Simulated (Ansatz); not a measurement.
**PBE0/STO-3G run of PH2F (phosphinous fluoride(8ci,9ci))**

What is the electronic atomisation energy of PH2F (phosphinous fluoride(8ci,9ci)) at PBE0/STO-3G? 

Program for the calculation: Ansatz 0.2.0.

50 further runs of the same task are left out: 50 set aside as unsound or not needed.

### Step 1. The structure to begin with

PH2F: 4 atoms, total charge 0, spin state singlet. As SMILES, `FP`. The coordinates come from a GFN2-xTB relaxation.

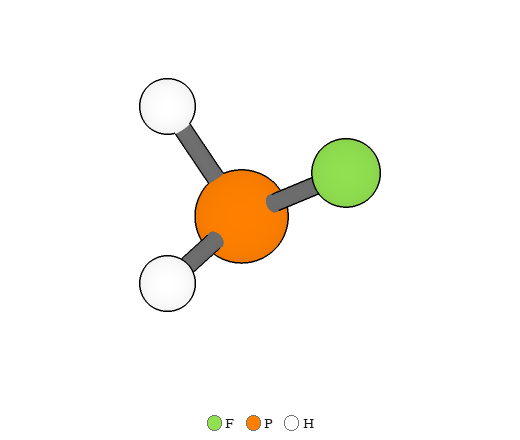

Viewed from a chosen angle; fluorine green, phosphorus orange, hydrogen white.

### Step 2. A single-point energy at PBE0/STO-3G

File molecule.yaml:

```yaml
crystal:
  periodic: [false, false, false]
  atoms:
    - symbol: F
      position_ang: [1.160540, 0.668850, -0.222660]
    - symbol: P
      position_ang: [-0.072030, -0.369080, -0.479670]
    - symbol: H
      position_ang: [-1.053910, 0.574260, -0.129560]
    - symbol: H
      position_ang: [-0.034600, -0.874030, 0.831900]
basis:
  gaussian:
    orbitals: STO-3G
hamiltonian:
  xc: pbe0
accuracy: high
```

Run with:

```sh
$ ansatz run molecule.yaml --threads 1 --pin off --max-ram 2610MiB --events-out events.jsonl --progress --plain --runs-dir runs
```

Standard output:

```text
Warning: RAYON_NUM_THREADS=1 ignored (pool sized by the plan → 1); use --threads N
Functional definition: PBE0
  name "PBE0"
  parameter a = 0.25
  parameter kappa = 0.804
  parameter beta = 0.06672455060314922
  exchange = (1 - a)*pbe_x(kappa = kappa, mu = beta*pi^2/3) + a*exact_x
  correlation = pbe_c(beta = beta)
268 factors; integrals over basis functions are off by at most 1.5e-8 eV
mean field evaluation 1: about -11885.9976 eV, gradient 1.5e1 eV
mean field evaluation 2: about -11886.0074 eV, gradient 1.6e1 eV
mean field evaluation 4: about -11886.9523 eV, gradient 2.2e-1 eV
mean field evaluation 8: about -11886.9493 eV, gradient 1.0e-3 eV
mean field -11886.94926660 eV, -436.8373282838 hartree, gradient 1.2e-8 eV, S^2 0.000000; 0 other end points of the search recorded, 0 dependent functions left out
reference -11886.94926759 eV, -436.8373283202 hartree; 13, 13 occupied and 3, 3 virtual orbitals, 268 factors
Total energy: -11886.94926759 eV, -436.8373283202 hartree
```

Wall time 0.62 s (1 thread of Arm Neoverse V2, shared host).

### Step 3. The F atom, same level

File molecule.yaml:

```yaml
crystal:
  periodic: [false, false, false]
  atoms:
    - symbol: F
      position_ang: [0.000000, 0.000000, 0.000000]
basis:
  gaussian:
    orbitals: STO-3G
magnetization:
  spin_polarized: true
  initial_magnetization: 1
hamiltonian:
  xc: pbe0
accuracy: high
```

Run the same way, it converges to -98.20282 Eh (log not shown).

### Step 4. The H atom at the same level

File in.yaml:

```yaml
basis:
  gaussian:
    orbitals: STO-3G
crystal:
  periodic: [false, false, false]
  atoms:
    - {symbol: H, position_ang: [0.000000, 0.000000, 0.000000]}
magnetization:
  spin_polarized: true
  initial_magnetization: 1
accuracy: high
hamiltonian:
  xc: {name: PBE0}
```

Run the same way, it converges to -0.46651 Eh (log not shown).

### Step 5. The P atom

File in.yaml:

```yaml
crystal:
  periodic: [false, false, false]
  atoms:
    - {symbol: P, position_ang: [0.000000, 0.000000, 0.000000]}
basis:
  gaussian:
    orbitals: STO-3G
accuracy: high
magnetization:
  spin_polarized: true
  initial_magnetization: 3
hamiltonian:
  xc: pbe0
```

Run the same way, it converges to -337.24015 Eh (log not shown).

### Step 6. Summary of results

Level: PBE0/STO-3G.

| quantity | value |
| --- | --- |
| molecule: total energy | -436.83733 Eh |
| F atom: total energy | -98.20282 Eh |
| F atom: ⟨S²⟩ | 0.750 |
| H atom: total energy | -0.46651 Eh |
| H atom: ⟨S²⟩ | 0.750 |
| P atom: total energy | -337.24015 Eh |
| P atom: ⟨S²⟩ | 3.750 |
| electronic atomisation energy | 12.554 eV |

What this shows: Taking the molecule apart into free atoms costs 12.55 eV (1211 kJ/mol), before zero-point energy and without spin-orbit coupling. In a minimal basis such a difference can be off by several eV, whatever the method.
